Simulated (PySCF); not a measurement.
**C4H9Si− (SMILES C=CC(C)[SiH2-]) at 6 levels**

Wanted: a comparison of 6 runs (HF/def2-SVP, B2PLYP/3-21G, B3LYP/6-31G*, B3LYP/def2-SVP, PBE0/def2-SVP, TPSSh/aug-cc-pVDZ) of C4H9Si−. The job is set up through a Python script.

The calculation is run with PySCF 2.14.0.

**1. The molecule**

C4H9Si− has 14 atoms, charge -1, and is taken as a singlet. As SMILES, `C=CC(C)[SiH2-]`. The coordinates come from a GFN2-xTB relaxation. This is one conformer, not always the lowest.

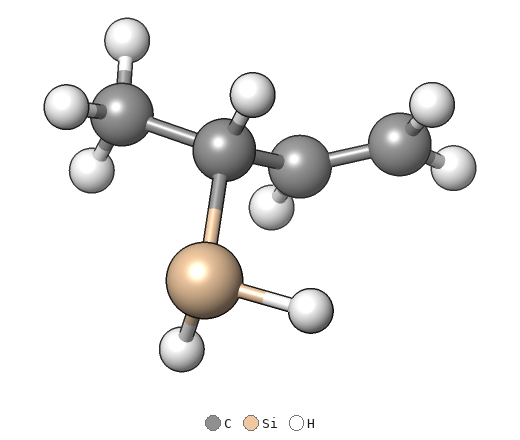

The structure, seen from a chosen angle (carbon grey, silicon light orange, hydrogen white).

**2. Energy and forces at HF/def2-SVP (run 1)**

Contents of run.py:

```python
# C=CC(C)[SiH2-]
from pyscf import gto

mol = gto.M(
    atom='''
C     -1.608490    -0.560890     1.268880
C     -0.737350    -0.548040     0.254620
C      0.504580     0.209260     0.186030
C      1.628760    -0.560450    -0.477510
Si     0.140610     1.795200    -0.873110
H     -1.403690    -0.040070     2.194010
H     -2.576190    -1.040750     1.200110
H     -1.000750    -1.079490    -0.659080
H      0.817240     0.533030     1.185980
H      2.520650     0.062570    -0.556390
H      1.892240    -1.473620     0.072930
H      1.337810    -0.850600    -1.488340
H     -1.060980     2.344670    -0.207680
H     -0.454440     1.209170    -2.100440
''',
    max_memory=1860,
    verbose=4,
    basis='def2-svp',
    charge=-1,
)

mf = mol.RHF()
mf.conv_tol = 1e-10
mf.kernel()
if not mf.converged:
    mf = mf.newton().run(mf.mo_coeff, mf.mo_occ)

e_final = mf.e_tot
print(f'total energy: {e_final:.8f} hartree')
grad = mf.nuc_grad_method().kernel()
dip = mf.dip_moment()
pop, q = mf.mulliken_pop()
```

On the command line:

```bash
$ OMP_NUM_THREADS=1 python run.py
```

The log of the run:

```text
PySCF version 2.14.0

[... 72 lines left out ...]
converged SCF energy = -445.36494275825
total energy: -445.36494276 hartree
[... 12 lines left out ...]
WARN: System has nonzero charge -1; the dipole moment is origin-dependent.
[... 2 lines left out ...]
Dipole moment(X, Y, Z, Debye): -0.20140, -7.08077,  2.81617
[... 134 lines left out ...]
charge of   13H =     -0.27380
```

Wall time 34 s (1 thread of Intel Xeon at 2.70GHz, shared host); peak memory 0.31 GiB.

**3. The energy at B2PLYP/3-21G (run 2)**

Contents of job.py:

```python
from pyscf import gto, dft, mp

system = gto.M(
    atom='''
C     -1.608490    -0.560890     1.268880
C     -0.737350    -0.548040     0.254620
C      0.504580     0.209260     0.186030
C      1.628760    -0.560450    -0.477510
Si     0.140610     1.795200    -0.873110
H     -1.403690    -0.040070     2.194010
H     -2.576190    -1.040750     1.200110
H     -1.000750    -1.079490    -0.659080
H      0.817240     0.533030     1.185980
H      2.520650     0.062570    -0.556390
H      1.892240    -1.473620     0.072930
H      1.337810    -0.850600    -1.488340
H     -1.060980     2.344670    -0.207680
H     -0.454440     1.209170    -2.100440
''',
    verbose=4,
    basis='3-21g',
    charge=-1,
    max_memory=1860,
)

mf = dft.RKS(system)
mf.xc = '0.53*HF + 0.47*B88, 0.73*LYP'
mf.conv_tol = 1e-10
mf.grids.level = 5
mf.kernel()
if not mf.converged:
    mf = mf.newton().run(mf.mo_coeff, mf.mo_occ)

pt = mp.MP2(mf, frozen=9).run()
etot = mf.e_tot + 0.27 * pt.e_corr
print('PT2 part  %.8f' % (0.27 * pt.e_corr))
print('Final energy', etot)
mf.analyze()
```

On the command line:

```bash
$ OMP_NUM_THREADS=1 python job.py
```

The log of the run:

```text
PySCF version 2.14.0

[... 96 lines left out ...]
Total Energy =                        -444.342187326740316
[... 10 lines left out ...]
MO #4   energy= -10.3749298150691  occ= 2
[... 8 lines left out ...]
MO #13  energy= -0.470611770723844 occ= 2
[... 8 lines left out ...]
MO #22  energy= -0.158172445721542 occ= 2
[... 8 lines left out ...]
MO #31  energy= 0.40792875877119   occ= 0
[... 8 lines left out ...]
MO #40  energy= 0.64605966258673   occ= 0
[... 8 lines left out ...]
MO #49  energy= 1.1116037963394    occ= 0
[... 8 lines left out ...]
MO #58  energy= 1.37848074933368   occ= 0
[... 8 lines left out ...]
MO #67  energy= 2.42879841122056   occ= 0
[... 85 lines left out ...]
WARN: System has nonzero charge -1; the dipole moment is origin-dependent.
Location of origin: [0. 0. 0.]

Dipole moment(X, Y, Z, Debye): -0.20394, -7.03474,  2.72065
```

Run time: 31 s. Hardware: 1 thread of Intel Xeon at 2.70GHz, shared host; peak memory 0.37 GiB.

Run 3 isn't shown in full; the table further down has it.

**4. Energy and gradient at B3LYP/def2-SVP (run 4)**

Contents of calc.py:

```python
# C=CC(C)[SiH2-]
import pyscf.grad
from pyscf import gto, dft

mol = gto.M(
    atom='''
C     -1.608490    -0.560890     1.268880
C     -0.737350    -0.548040     0.254620
C      0.504580     0.209260     0.186030
C      1.628760    -0.560450    -0.477510
Si     0.140610     1.795200    -0.873110
H     -1.403690    -0.040070     2.194010
H     -2.576190    -1.040750     1.200110
H     -1.000750    -1.079490    -0.659080
H      0.817240     0.533030     1.185980
H      2.520650     0.062570    -0.556390
H      1.892240    -1.473620     0.072930
H      1.337810    -0.850600    -1.488340
H     -1.060980     2.344670    -0.207680
H     -0.454440     1.209170    -2.100440
''',
    basis='def2-svp',
    max_memory=1860,
    charge=-1,
    verbose=4,
)

mf = dft.RKS(mol)
mf.xc = 'b3lyp'
mf.grids.level = 5
mf.conv_tol = 1e-10
mf.kernel()
if not mf.converged:
    mf = mf.newton().run(mf.mo_coeff, mf.mo_occ)

energy = mf.e_tot
print('E(%s) = %.9f' % ('B3LYP', energy))
grad = mf.Gradients().kernel()
mf.analyze()
```

On the command line:

```bash
$ OMP_NUM_THREADS=1 python calc.py
```

The log of the run:

```text
PySCF version 2.14.0

[... 103 lines left out ...]
Two-electron Coulomb Energy =          429.306668444310333
[... 16 lines left out ...]
MO #14  energy= -0.310025975608119 occ= 2
[... 14 lines left out ...]
MO #29  energy= 0.250722475181604  occ= 0
[... 14 lines left out ...]
MO #44  energy= 0.601378788138765  occ= 0
[... 14 lines left out ...]
MO #59  energy= 0.835709371976758  occ= 0
[... 14 lines left out ...]
MO #74  energy= 1.42192605233972   occ= 0
[... 14 lines left out ...]
MO #89  energy= 1.96516504241014   occ= 0
[... 14 lines left out ...]
MO #104 energy= 2.43068221079458   occ= 0
[... 14 lines left out ...]
MO #119 energy= 3.49395342375064   occ= 0
[... 137 lines left out ...]
WARN: System has nonzero charge -1; the dipole moment is origin-dependent.
Location of origin: [0. 0. 0.]

Dipole moment(X, Y, Z, Debye):  0.11504, -6.24786,  2.42298
```

It took 1.8 min on 1 thread of Intel Xeon at 2.70GHz, shared host; peak memory 1.3 GiB.

Run 5 isn't shown in full; the table further down has it.

**5. Energy and forces at TPSSh/aug-cc-pVDZ (run 6)**

Contents of job.py:

```python
import pyscf.grad
from pyscf import gto, dft

mol = gto.Mole()
mol.atom = '''
C   -1.608490  -0.560890   1.268880
C   -0.737350  -0.548040   0.254620
C    0.504580   0.209260   0.186030
C    1.628760  -0.560450  -0.477510
Si   0.140610   1.795200  -0.873110
H   -1.403690  -0.040070   2.194010
H   -2.576190  -1.040750   1.200110
H   -1.000750  -1.079490  -0.659080
H    0.817240   0.533030   1.185980
H    2.520650   0.062570  -0.556390
H    1.892240  -1.473620   0.072930
H    1.337810  -0.850600  -1.488340
H   -1.060980   2.344670  -0.207680
H   -0.454440   1.209170  -2.100440
'''
mol.verbose = 3
mol.basis = 'aug-cc-pvdz'
mol.max_memory = 1860
mol.charge = -1
mol.build()

ks = dft.RKS(mol, xc='tpssh')
ks.conv_tol = 1e-10
ks.grids.level = 5
ks.kernel()
if not ks.converged:
    ks = ks.newton().run(ks.mo_coeff, ks.mo_occ)

energy = ks.e_tot
print('E = %.10f Eh' % energy)
grad = ks.Gradients().kernel()
ks.analyze()
```

On the command line:

```bash
$ OMP_NUM_THREADS=1 python job.py
```

The log of the run:

```text
converged SCF energy = -447.350361032061
[... 17 lines left out ...]
MO #8   energy= -3.33642444409645  occ= 2
[... 23 lines left out ...]
MO #32  energy= 0.138272135658975  occ= 0
[... 23 lines left out ...]
MO #56  energy= 0.318534791856598  occ= 0
[... 23 lines left out ...]
MO #80  energy= 0.528496166566987  occ= 0
[... 23 lines left out ...]
MO #104 energy= 0.739027136757189  occ= 0
[... 23 lines left out ...]
MO #128 energy= 1.08428235335668   occ= 0
[... 23 lines left out ...]
MO #152 energy= 1.72834588499695   occ= 0
[... 23 lines left out ...]
MO #176 energy= 2.22534624377269   occ= 0
[... 23 lines left out ...]
MO #200 energy= 3.52716111955574   occ= 0
[... 16 lines left out ...]
WARN: System has nonzero charge -1; the dipole moment is origin-dependent.
Location of origin: [0. 0. 0.]

Dipole moment(X, Y, Z, Debye): -0.48847, -6.80538,  2.71079
```

Run time: 8 min. Hardware: 1 thread of Intel Xeon at 2.70GHz, shared host; peak memory 3.2 GiB.

**6. Overview of the runs**

```
run                               level      task  frozen core orbitals  energy (Eh)  HOMO energy (eV)  LUMO energy (eV)  HOMO–LUMO gap (eV)  wall time
  1                         HF/def2-SVP  gradient                     –  -445.364943             -1.07              8.60                9.67       34 s
  2                        B2PLYP/3-21G    energy                     9  -444.483693              0.42              6.97                6.55       31 s
  3  B3LYP/6-31G* (spherical functions)  gradient                     –  -447.286189              1.12              5.24                4.12       80 s
  4                      B3LYP/def2-SVP  gradient                     –  -447.106517              1.04              4.95                3.91    1.8 min
  5                       PBE0/def2-SVP  gradient                     –  -446.764701              0.82              5.10                4.28    1.9 min
  6                   TPSSh/aug-cc-pVDZ  gradient                     –  -447.350361              0.67              2.65                1.97      8 min
```

**7. What came out**

| quantity | value |
| --- | --- |
| run 6: total energy | -447.35036 Eh |
| run 6: HOMO energy | 0.67 eV |
| run 6: LUMO energy | 2.65 eV |
| run 6: HOMO–LUMO gap (to an unbound level, set by the basis) | 1.97 eV |
| run 6: largest force on an atom | 2.054 eV/Å |

**Reading.** The HOMO–LUMO gap runs from 1.97 eV (TPSSh/aug-cc-pVDZ) to 9.67 eV (HF/def2-SVP). The two ends differ in method and basis. The empty levels of an anion lie above zero and hang on the basis. Totals of different functionals can't be ranked against each other. In runs 2, 3, 4, 5, 6 the HOMO lies above zero, so the outermost electron may be held by the basis alone. All runs together took 14 min, the longest 8 min.
